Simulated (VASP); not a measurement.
Band structure of ZrB$_{2}$ (AlB2 type). Level of theory: r2SCAN meta-GGA, VASP's PBE PAW potentials (set 64) (plane waves; VASP).

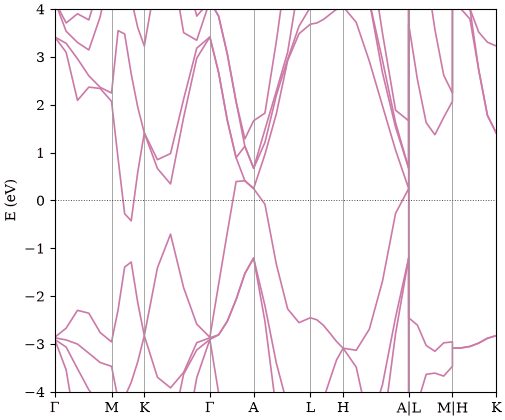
Bands along high-symmetry lines, zero at the valence-band maximum or, without a gap, the Fermi level

Task: Read the plot: is there a gap, and where are the band edges?

Result: It has no gap at this level: it comes out as a metal or semimetal.

The compound is ZrB2 in the AlB2 type structure. It was relaxed first.
